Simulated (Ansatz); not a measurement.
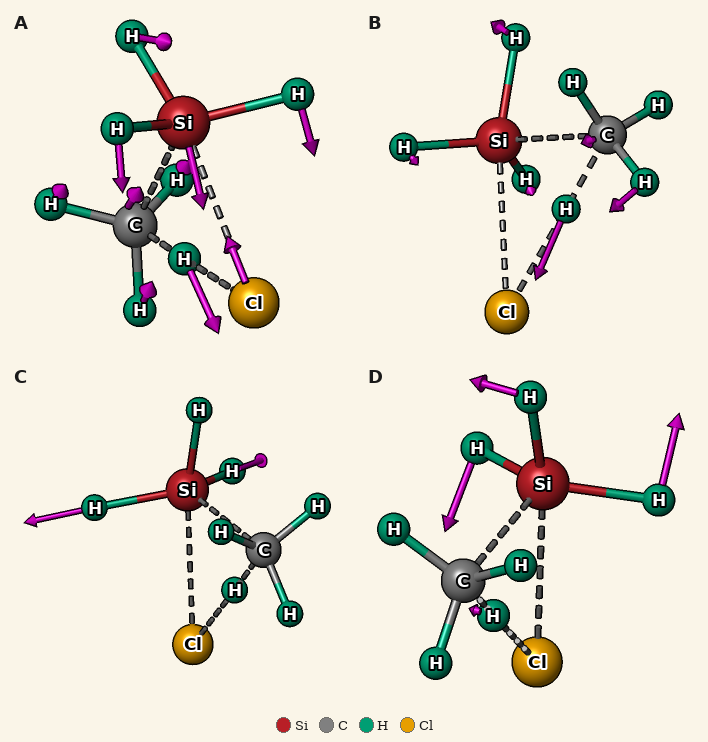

4 normal modes of one molecule or complex, as arrows. Broken sticks mark bonds that form or break. Harmonic vibrations computed with RKS PBE0-D4/def2-TZVP (Ansatz 0.2.0) at a stationary point of the same level. It is a saddle point of order 1.

> Match the panels to the wavenumbers 580i cm⁻¹, 307 cm⁻¹, 639 cm⁻¹, 2274 cm⁻¹.

A: 307 cm⁻¹
B: 580i cm⁻¹
C: 2274 cm⁻¹
D: 639 cm⁻¹
